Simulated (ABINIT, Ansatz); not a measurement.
# Quasiparticle gap of MgZrF6 (Fm-3m) in ABINIT

How does a plane-wave GW calculation on MgZrF6 (Fm-3m) run from the first input to the gap?

Main program and level: ABINIT 10.8.3; LDA and many-body steps on it, plane waves.

## 1. Starting point

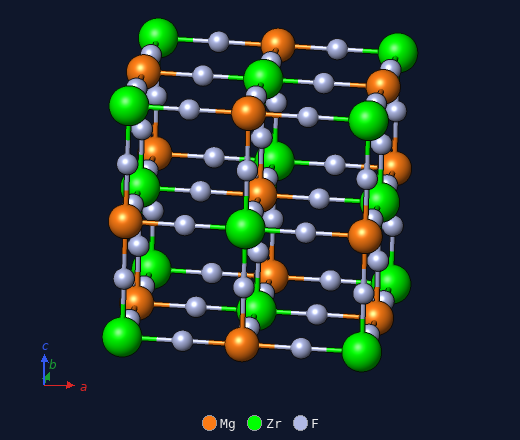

Start, viewed slightly off an axis; magnesium orange, zirconium green, fluorine light blue. This picture shows the conventional cell, with its axes. Some periodic images of atoms are drawn too.

The cell and positions are those that the Materials Project relaxed with its own functionals (PBE, PBE+U or r2SCAN), kept fixed.

## 2. Ground state

This step: ABINIT 10.8.3; DFT, LDA, plane waves, norm-conserving pseudopotentials.

The ground-state density comes first.

run.abi

```
acell 3*1.0 Angstrom
rprim 
  0.000000000000 3.988016550000 3.988016550000
  3.988016550000 0.000000000000 3.988016550000
  3.988016550000 3.988016550000 -0.000000000000
ntypat 3
znucl 12 40 9
natom 8
typat 1 2 3 3 3 3 3 3
xred 
  0.500000000000 0.500000000000 0.500000000000
  0.000000000000 0.000000000000 0.000000000000
  0.747623080000 0.252376920000 0.252376920000
  0.252376920000 0.747623080000 0.747623080000
  0.252376920000 0.747623080000 0.252376920000
  0.747623080000 0.252376920000 0.747623080000
  0.252376920000 0.252376920000 0.747623080000
  0.747623080000 0.747623080000 0.252376920000
pp_dirpath "pseudos"
pseudos "Mg.upf, Zr.upf, F.upf"
ecut 38
ngkpt 4 4 4
nshiftk 1
shiftk 0 0 0
kptopt 1
chksymbreak 0
nband 40
occopt 1
tolvrs 1e-10
nstep 60
prtwf 0
optforces 0
optstress 0
indata_prefix "in"
outdata_prefix "out"
tmpdata_prefix "tmp"
```

Command:

```bash
> OMP_NUM_THREADS=1 mpirun -n 4 abinit run.abi > log
```

Numbers of over 12 decimals in the logs are rounded to 6 here.

The log of the run:

```text
.Version 10.8.3 of ABINIT. v10.8.2 released Aug 2026.

 Symmetries : space group Fm -3 m (#225); Bravais cF (face-center cubic)
================================================================================
 Values of the parameters that define the memory need of the present run
     intxc =       0    ionmov =       0      iscf =       7    lmnmax =       6
     lnmax =       6     mgfft =      60  mpssoang =       3    mqgrid =    3001
     natom =       8  nloc_mem =       1    nspden =       1   nspinor =       1
    nsppol =       1      nsym =      48    n1xccc =    2501    ntypat =       3
    occopt =       1   xclevel =       1
-    mband =          40        mffmem =           1         mkmem =           2
       mpw =        9620          nfft =      216000          nkpt =           8
================================================================================
  Rough estimation (10% accuracy) of disk space for files :
================================================================================

--------------------------------------------------------------------------------
------------- Echo of variables that govern the present computation ------------
--------------------------------------------------------------------------------
 -outvars: echo values of preprocessed input variables --------
            acell      1.8897261259E+00  1.8897261259E+00  1.8897261259E+00 Bohr

      chksymbreak           0
             ecut      3.80000000E+01 Hartree
-          fftalg         312

              ixc       -1012
              kpt      0.00000000E+00  0.00000000E+00  0.00000000E+00
                       2.50000000E-01  0.00000000E+00  0.00000000E+00
                       5.00000000E-01  0.00000000E+00  0.00000000E+00
                       2.50000000E-01  2.50000000E-01  0.00000000E+00
                       5.00000000E-01  2.50000000E-01  0.00000000E+00
                      -2.50000000E-01  2.50000000E-01  0.00000000E+00
                       5.00000000E-01  5.00000000E-01  0.00000000E+00
                      -2.50000000E-01  5.00000000E-01  2.50000000E-01
         kptrlatt        4    0    0      0    4    0      0    0    4
          kptrlen      4.26315191E+01
P           mkmem           2
            natom           8
            nband          40
            ngfft          60      60      60
             nkpt           8
            nstep          60
             nsym          48
           ntypat           3
              occ      2.000000  2.000000  2.000000  2.000000  2.000000  2.000000
                       2.000000  2.000000  2.000000  2.000000  2.000000  2.000000
                       2.000000  2.000000  2.000000  2.000000  2.000000  2.000000
                       2.000000  2.000000  2.000000  2.000000  2.000000  2.000000
                       2.000000  2.000000  2.000000  2.000000  2.000000  2.000000
                       2.000000  2.000000  0.000000  0.000000  0.000000  0.000000
                       0.000000  0.000000  0.000000  0.000000
        optforces           0
        optstress           0
            prtwf           0
            rprim      0.0000000000E+00  3.9880165500E+00  3.9880165500E+00
                       3.9880165500E+00  0.0000000000E+00  3.9880165500E+00
                       3.9880165500E+00  3.9880165500E+00 -0.0000000000E+00
          spgroup         225

           tolvrs      1.00000000E-10

             xred      5.0000000000E-01  5.0000000000E-01  5.0000000000E-01
                       0.0000000000E+00  0.0000000000E+00  0.0000000000E+00
[...]
znucl       12.00000   40.00000    9.00000

================================================================================

 chkinp: Checking input parameters for consistency.

================================================================================
== DATASET  1 ==================================================================
-   mpi_nproc: 4, omp_nthreads: 1 (-1 if OMP is not activated)

--- !DatasetInfo
iteration_state: {dtset: 1, }
dimensions: {natom: 8, nkpt: 8, mband: 40, nsppol: 1, nspinor: 1, nspden: 1, mpw: 9620, }
cutoff_energies: {ecut:  38.0, pawecutdg:  -1.0, }
electrons: {nelect:   6.40000000E+01, charge:   0.00000000E+00, occopt:   1.00000000E+00, tsmear:   1.00000000E-02, }

 Real(R)+Recip(G) space primitive vectors, cartesian coordinates (Bohr,Bohr^-1):
 R(1)=  0.0000000  7.5362591  7.5362591  G(1)= -0.0663459  0.0663459  0.0663459
 R(2)=  7.5362591  0.0000000  7.5362591  G(2)=  0.0663459 -0.0663459  0.0663459
 R(3)=  7.5362591  7.5362591  0.0000000  G(3)=  0.0663459  0.0663459 -0.0663459
 Unit cell volume ucvol=  8.5604669E+02 bohr^3
 Angles (23,13,12)=  6.00000000E+01  6.00000000E+01  6.00000000E+01 degrees

 getcut: wavevector=  0.0000  0.0000  0.0000  ngfft=  60  60  60
         ecut(hartree)=     38.000   => boxcut(ratio)=   2.02873

--- Pseudopotential description ------------------------------------------------
- Mg Generated using ONCVPSP code by D. R. Hamann
- 12.00000  10.00000  180309                  znucl, zion, pspdat
12 -1012 1 -1 1510                            pspcod,pspxc,lmax,lloc,mmax
     nproj     2     2     0
  pspatm : epsatm=    9.23542517
         --- l  ekb(1:nproj) -->
[...]
pspatm: atomic psp has been read  and splines computed

[...]
pspatm: atomic psp has been read  and splines computed

- F Generated using ONCVPSP code by D. R. Hamann
-  9.00000   7.00000  201202                  znucl, zion, pspdat
12 -1012 2 -1 824                             pspcod,pspxc,lmax,lloc,mmax
     nproj     2     2     1
  pspatm : epsatm=    4.94580260
         --- l  ekb(1:nproj) -->
[...]
2   -2.364936
 pspatm: atomic psp has been read  and splines computed

   3.69826528E+03                                ecore*ucvol(ha*bohr**3)
--------------------------------------------------------------------------------

_setup2: Arith. and geom. avg. npw (full set) are    9584.922    9584.913

================================================================================

--- !BeginCycle
iteration_state: {dtset: 1, }
solver: {iscf: 7, nstep: 60, nline: 4, wfoptalg: 0, }
tolerances: {tolvrs: 1.00E-10, }

     iter   Etot(hartree)      deltaE(h)  residm     vres2
 ETOT  1  -257.46210945248    -2.575E+02 1.473E-01 1.163E+03
 ETOT  2  -257.54019442949    -7.808E-02 2.259E-02 1.639E+03
 ETOT  3  -257.98719580032    -4.470E-01 5.293E-03 5.344E+01
 ETOT  4  -257.99295840783    -5.763E-03 3.732E-03 1.033E+01
 ETOT  5  -257.99452950831    -1.571E-03 2.095E-03 1.333E-01
 ETOT  6  -257.99454393481    -1.443E-05 1.933E-03 4.656E-03
 ETOT  7  -257.99454417660    -2.418E-07 4.202E-04 5.923E-04
 ETOT  8  -257.99454419610    -1.950E-08 1.545E-04 6.020E-05
 ETOT  9  -257.99454419977    -3.670E-09 2.863E-05 1.318E-06
 ETOT 10  -257.99454419983    -6.594E-11 9.853E-06 1.400E-08
 ETOT 11  -257.99454419989    -6.094E-11 5.732E-06 1.502E-09
 ETOT 12  -257.99454419987     1.967E-11 2.825E-06 7.264E-12

 At SCF step   12       vres2   =  7.26E-12 < tolvrs=  1.00E-10 =>converged.

--- !ResultsGS
iteration_state: {dtset: 1, }
comment   : Summary of ground state results
lattice_vectors:
- [  0.0000000,   7.5362591,   7.5362591, ]
- [  7.5362591,   0.0000000,   7.5362591, ]
- [  7.5362591,   7.5362591,  -0.0000000, ]
lattice_lengths: [  10.65788,   10.65788,   10.65788, ]
lattice_angles: [ 60.000,  60.000,  60.000, ] # degrees, (23, 13, 12)
lattice_volume:   8.5604669E+02
convergence: {deltae:  1.967E-11, res2:  7.264E-12, residm:  2.825E-06, diffor:  0.000E+00, }
etotal    :  -2.57994544E+02
entropy   :   0.00000000E+00
fermie    :  -8.82849994E-02
cartesian_stress_tensor: null
pressure_GPa: null
xred      :
- [  5.0000E-01,   5.0000E-01,   5.0000E-01, Mg]
- [  0.0000E+00,   0.0000E+00,   0.0000E+00, Zr]
- [  7.4762E-01,   2.5238E-01,   2.5238E-01,  F]
- [  2.5238E-01,   7.4762E-01,   7.4762E-01,  F]
- [  2.5238E-01,   7.4762E-01,   2.5238E-01,  F]
- [  7.4762E-01,   2.5238E-01,   7.4762E-01,  F]
- [  2.5238E-01,   2.5238E-01,   7.4762E-01,  F]
- [  7.4762E-01,   7.4762E-01,   2.5238E-01,  F]
cartesian_forces: null
force_length_stats: {min: null, max: null, mean: null, }

 Integrated electronic density in atomic spheres:
 ------------------------------------------------
 Atom  Sphere_radius  Integrated_density
[...]
================================================================================

 ----iterations are completed or convergence reached----

 Mean square residual over all n,k,spin=   11.714E-09; max=  28.252E-07
 reduced coordinates (array xred) for    8 atoms
[...]
0.252376920000      0.747623080000      0.747623080000
       0.252376920000      0.747623080000      0.252376920000
       0.747623080000      0.252376920000      0.747623080000
       0.252376920000      0.252376920000      0.747623080000
       0.747623080000      0.747623080000      0.252376920000
 rms dE/dt=  0.0000E+00; max dE/dt=  0.0000E+00; dE/dt below (all hartree)
    1       0.000000000000      0.000000000000      0.000000000000
    2       0.000000000000      0.000000000000      0.000000000000
    3       0.000000000000      0.000000000000      0.000000000000
    4       0.000000000000      0.000000000000      0.000000000000
    5       0.000000000000      0.000000000000      0.000000000000
    6       0.000000000000      0.000000000000      0.000000000000
    7       0.000000000000      0.000000000000      0.000000000000
    8       0.000000000000      0.000000000000      0.000000000000

 cartesian coordinates (angstrom) at end:
    1      3.988017     3.988017     3.988017
    2      0.000000     0.000000     0.000000
    3      2.012967     3.988017     3.988017
    4      5.963066     3.988017     3.988017
    5      3.988017     2.012967     3.988017
    6      3.988017     5.963066     3.988017
    7      3.988017     3.988017     2.012967
    8      3.988017     3.988017     5.963066
 length scales=  1.889726125908  1.889726125908  1.889726125908 bohr
              =  1.000000000000  1.000000000000  1.000000000000 angstroms
 prteigrs : about to open file out_EIG
 Fermi (or HOMO) energy (hartree) =  -0.08828   Average Vxc (hartree)=  -0.32869
 Eigenvalues (hartree) for nkpt=   8  k points:
 kpt#   1, nband= 40, wtk=  0.01563, kpt=  0.0000  0.0000  0.0000 (reduced coord)
  -2.64711   -1.77593   -1.45048   -1.45048   -1.45048   -0.99025   -0.99025   -0.99025
  -0.81330   -0.80030   -0.80030   -0.77156   -0.77156   -0.77156   -0.22271   -0.19334
  -0.19334   -0.17524   -0.17524   -0.17524   -0.16185   -0.16185   -0.16185   -0.11081
  -0.11081   -0.11081   -0.11059   -0.11059   -0.11059   -0.08828   -0.08828   -0.08828
   0.16248    0.16248    0.16248    0.18658    0.31038    0.31038    0.33825    0.44620
 prteigrs : prtvol=0 or 1, do not print more k-points.

--- !EnergyTerms
iteration_state     : {dtset: 1, }
comment             : Components of total free energy in Hartree
kinetic             :  1.45058476239729E+02
hartree             :  9.95360422286261E+01
xc                  : -5.01297661847898E+01
Ewald energy        : -1.29854569120632E+02
psp_core            :  4.32016770796877E+00
local_psp           : -2.97675427738458E+02
non_local_psp       : -2.92494673323175E+01
total_energy        : -2.57994544199874E+02
total_energy_eV     : -7.02038919157859E+03
band_energy         : -3.80903607766998E+01

== END DATASET(S) ==============================================================
================================================================================

 -outvars: echo values of variables after computation  --------
           etotal     -2.5799454420E+02
            nband          40
             nkpt           8
          spgroup         225
 [... the other variables as echoed above ...]

 Calculation completed.
```

Elapsed: 37 s, on 4 MPI ranks of Arm Neoverse V2, shared host; peak memory 0.49 GiB.

This step gave:

```
total energy               : -7020.3892 eV
gap                        : 6.824 eV
k of the valence top       : 0, 0, 0
k of the conduction bottom : 0, 0, 0
least direct gap           : 6.824 eV
```

The gap is direct, at Γ.

(Continued in part 2 of 3.)

[Paths, hosts, dates, memory and timing lines, banners, echoed tables and standing remarks are left out of the program output.]

[Logs are printed without paths, hosts, clocks, repeated set-up lines and the standing remarks that a program may print on its own settings, such as how far it seeks lower states.]

[Runs of the session that timed out or met a known fault of the program may be left out.]

[Hosts, paths, dates, database ids (printed as entryN), source tags and the programs' standing remarks are cut or masked in the printed files.]

[G0W0 gaps are taken among the corrected bands and points alone; a level outside them can change the order at an edge.]

[Where Ansatz stands beside ABINIT at settings called matched, ABINIT's density can come from a denser mesh and the files from another edition; pairs whose starting gaps differed by over 0.03 eV were left out, so agreement reads better than it is.]
